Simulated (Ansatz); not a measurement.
AlClH$_{2}$···HF

```xyz
6

Al    0.0265   -0.4866   -0.4625
F     0.0414    0.0314    2.3569
H     1.4392    0.1651   -0.7844
H    -1.4237    0.0998   -0.7458
Cl    0.0923   -2.5048    0.4174
H    -0.0169   -0.9057    2.4185
```

Not at a stationary point (largest force 1.2 eV/Å).

Level of theory: RKS LDA/6-31G* in Ansatz 0.2.0.

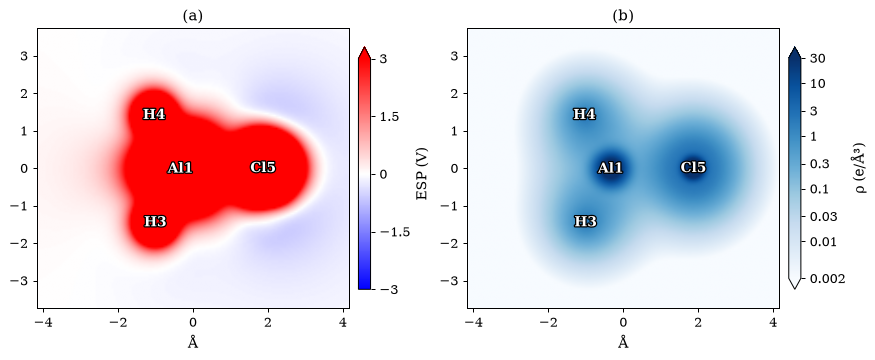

Figure 1. (a) electrostatic potential; (b) total electron density on the plane of atoms H3, Al1 and Cl5.

Q: Describe what can be read from this map.

A: The plane passes through Al, H and Cl nuclei. Al–Cl (2.20 Å): ρ at the midpoint is about 0.61 e/Å³. Al–H (1.59 Å): ρ at the midpoint is about 0.54 e/Å³. Outside the dense part of the complex the potential is most negative (−0.6 V) near Cl5.

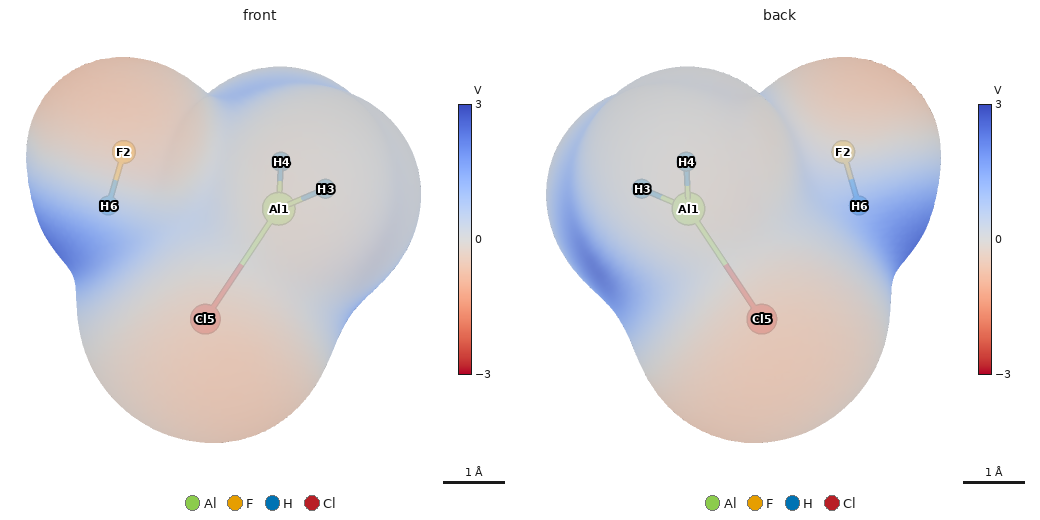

Figure 2. The electrostatic potential painted on the density surface at 0.001 e/bohr³, seen from the front and from behind; the colour scale runs from red (negative) to blue (positive).

Q: Which sites attract a positive test charge, and which a negative one?

A: A positive charge is drawn to the negative regions and a negative charge to the positive ones. The most negative region (about −0.6 V) lies over F2 and Cl5, the most positive (about +2.3 V) over Al1 and H6.

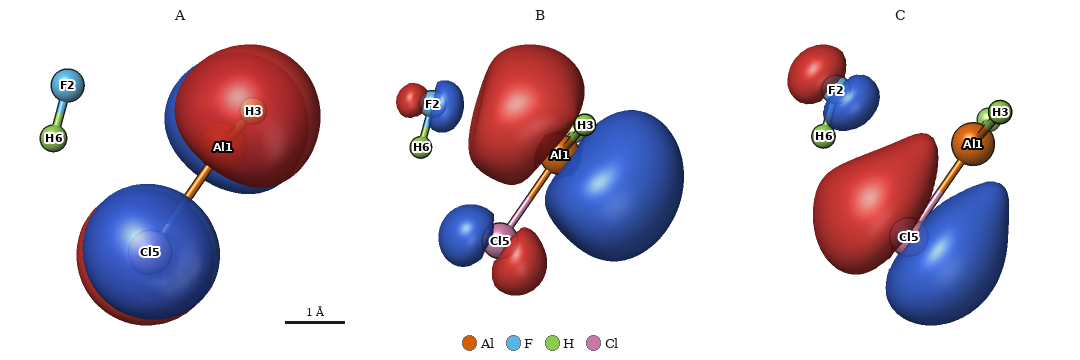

Figure 3. Three frontier orbitals at ±0.08 Å⁻³ᐟ² (red and blue are the two phases), in no order.

Q: Order the three orbitals by energy and name them.

A: C is the HOMO−1 (−8.14 eV). Its weight (Hirshfeld) is mainly on Cl5 (about 85 %) and F2 (about 5 %); largely a lone pair of Cl5. A is the HOMO (−7.32 eV). It lies mainly on Cl5 (about 45 %), Al1 (about 20 %), H3 (about 20 %) and H4 (about 20 %). B is the LUMO (−2.42 eV). It lies mainly on Al1 (about 75 %) and Cl5 (about 10 %).

Q: What is the HOMO–LUMO gap?

A: 4.90 eV between the orbital energies.
